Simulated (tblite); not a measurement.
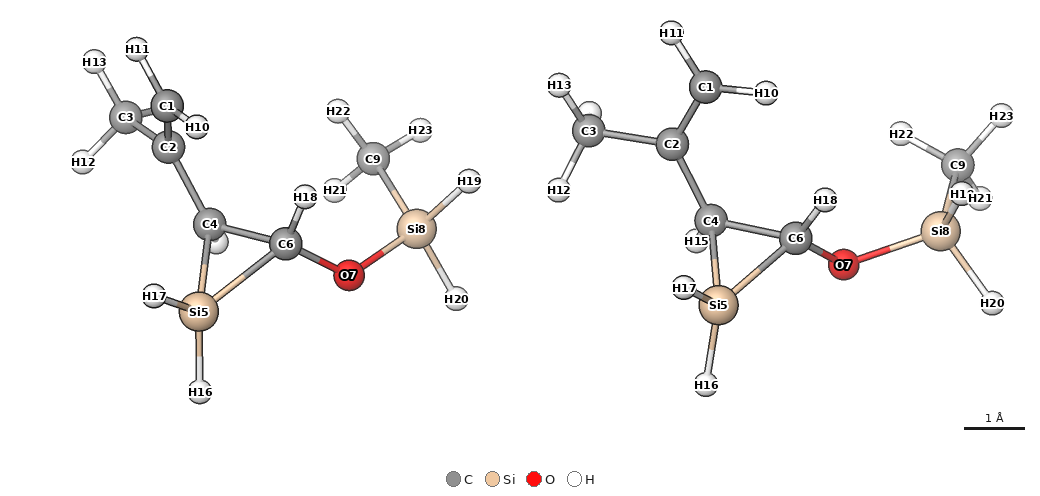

Two geometries of C₆H₁₄OSi₂, drawn at one scale. One is the start of a relaxation, the other its converged end. Style: ball-and-stick. Shown at a tilt.

These are results of GFN2-xTB geometry optimisation, gas phase in tblite, not measurements. 

Which geometry has the lower energy?

Answer. The left one is the relaxed one. An H atom moves most after the best rigid fit: 2.11 Å. Largest moves by element: H 2.11 Å, C 1.23 Å, O 0.97 Å, Si 0.24 Å. Some distances before and after: O–Si 1.712 → 1.625 Å, C–H 1.133 → 1.088 Å, C–Si 1.857 → 1.902 Å, H–Si 1.490 → 1.457 Å. Bond angles that change, for instance: C–O–Si 113.6° → 129.1°, Si–C–H 112.3° → 121.7°, O–Si–H 106.0° → 98.5°. Groups turn about O–Si by about 55°, C–O by about 55°, C–Si by about 35°. The energy falls by 0.783 eV in 269 geometry steps.
